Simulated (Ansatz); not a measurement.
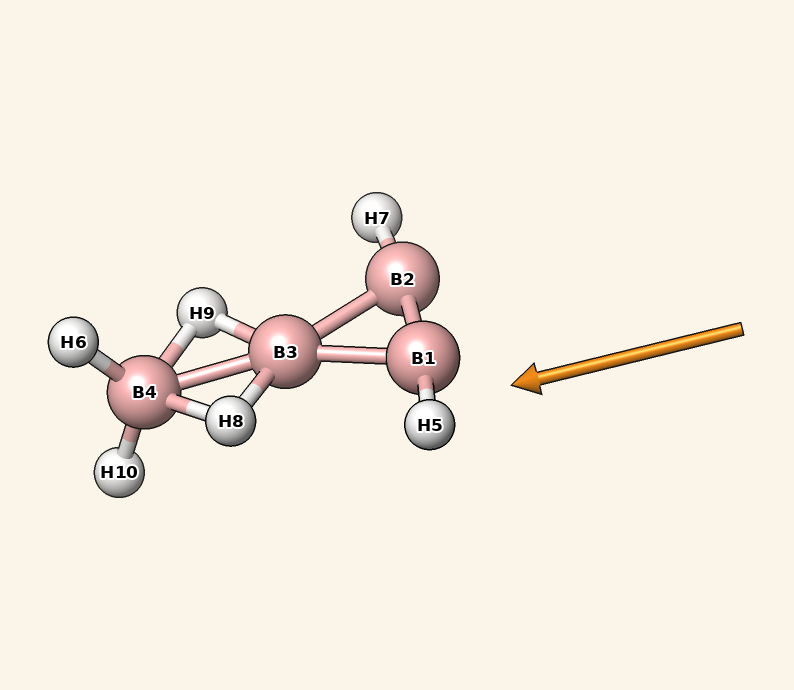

The arrow beside the molecule shows the direction of the dipole moment, from the negative to the positive end (its length means nothing). The geometry was computed by an optimisation with PBE-D4/def2-SVP. No frequency run is at hand to confirm it as a minimum. Properties computed with RKS PBE-D4/def2-SVP (Ansatz 0.2.0).

> How large is the dipole moment?

2.31 D; it points from the side of B1, B2, H5, H7 to the side of H6 (the outermost atoms at the two ends).
